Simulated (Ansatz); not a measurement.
Consider ClF₃SW (SMILES [F][W]([F])([F])(=[S])[Cl]).

Input

```
crystal:
  periodic: [false, false, false]
  atoms:
    - {symbol: F, position_ang: [-1.403990, 0.699423, -0.974900]}
    - {symbol: W, position_ang: [-0.016178, -0.060730, -0.017242]}
    - {symbol: F, position_ang: [-1.094747, -1.566893, 0.014740]}
    - {symbol: F, position_ang: [0.698319, -0.752593, 1.542176]}
    - {symbol: S, position_ang: [1.472091, -0.386636, -1.448278]}
    - {symbol: Cl, position_ang: [0.386506, 2.003629, 0.837303]}
basis:
  gaussian: {orbitals: def2-TZVPP}
hamiltonian: {xc: pbe0, dispersion: d4}
output: {orbitals: {seedname: orbitals}}
```

Run with:

```sh
ansatz run in.yaml --threads 4 --pin off --events-out ev --progress --plain --max-ram 10444MiB
```

Geometry: PBE0-D4/def2-TZVP; core potentials replace the inner electrons of W.

Level of theory: RKS PBE0-D4/def2-TZVPP (Ansatz 0.2.0).

### What will maps of the electron density and electron localisation function show?

W–F (1.85 Å): ρ is about 1.2 e/Å³ halfway; the ELF peaks at about 0.80 in the valence shell of F, 0.5 Å from its nucleus, and drops to about 0.25 between the two atoms.
W–S (2.09 Å): ρ is about 1.2 e/Å³ halfway; the ELF peaks at about 0.75 in the valence shell of S, 0.8 Å from its nucleus, and is about 0.55 at the midpoint.

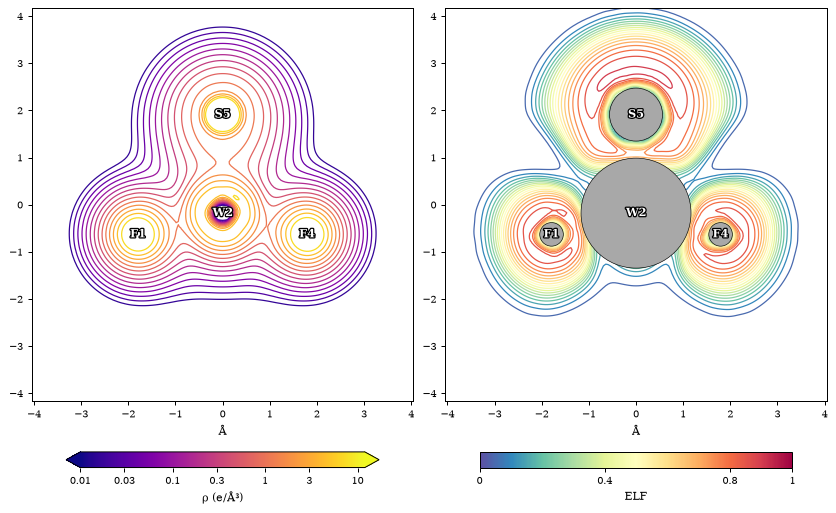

Computed electron density and electron localisation function on the plane of atoms F4, W2 and S5, in this order. Grey discs cover the atomic cores in the ELF map. 
